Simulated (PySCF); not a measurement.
H9InSi3 (SMILES [SiH3][In]([SiH3])[SiH3])

The calculation's input:

```
{"job": {"kind": "uv", "xc": "CAM-B3LYP", "basis": "def2-SVPD", "ip": true, "nstates": 10}, "charge": 0, "multiplicity": 1}
In    -0.000938    -0.012449     0.012491
Si     2.592591     0.012958    -0.027909
H      3.179116     1.388356     0.044590
H      3.089389    -0.626645    -1.289911
H      3.144557    -0.780980     1.117580
Si    -1.297560     2.235987     0.018203
H     -0.809829     3.122996     1.123537
H     -2.778354     2.081573     0.172442
H     -1.047537     2.958244    -1.272080
Si    -1.289519    -2.264420     0.024906
H     -0.403993    -3.468809    -0.052009
H     -2.244308    -2.323733    -1.129223
H     -2.103004    -2.375208     1.279573
```

Command:

```sh
OMP_NUM_THREADS=1 python probes_run.py task.json out
```

Geometry: PBE0-D3(BJ)/def2-SVP; core potentials replace the inner electrons of In.

Theory: CAM-B3LYP/def2-SVPD, SCF density, gas phase, scalar-relativistic core potentials on the heavy atoms in PySCF.

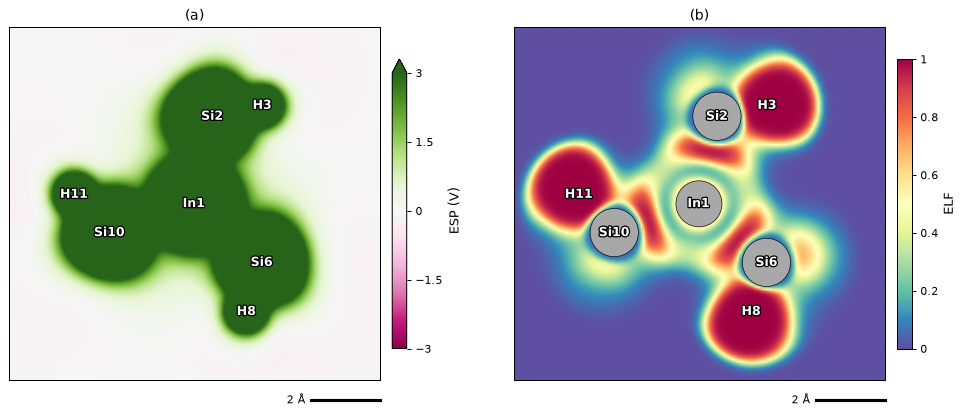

Figure 1. (a) electrostatic potential; (b) ELF on the plane of atoms In1, Si10 and H11. Grey discs cover the atomic cores in the ELF map.

### Interpret the plot.

Atoms in the plane: In, Si and H. In–Si (2.59 Å): the ELF peaks at about 0.95 between the atoms (localised, covalent bonding). Si–H (1.50 Å): the ELF climbs to about 1 towards the hydrogen, as it does in any bond to H. The potential has no marked negative region in this plane.

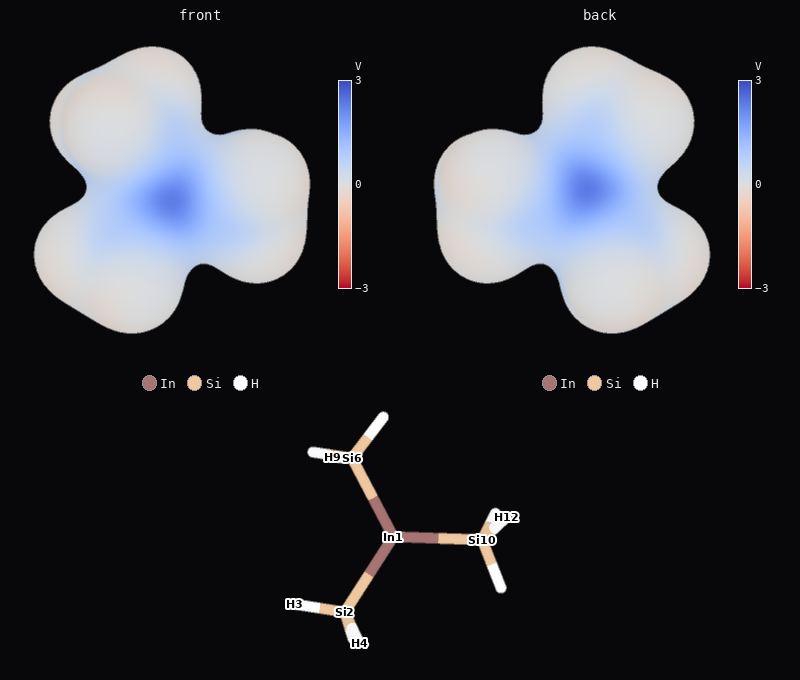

Figure 2. The molecular electrostatic potential painted on the density surface at 0.001 e/bohr³, seen from the front and from behind; red is negative and blue positive. The bare structure is drawn below in the same view.

### Which sites attract a positive test charge, and which a negative one?

A positive charge is drawn to the negative regions and a negative charge to the positive ones. The most negative region (about −0.1 V) lies over the H atoms, the most positive (about +2.2 V) over In1.
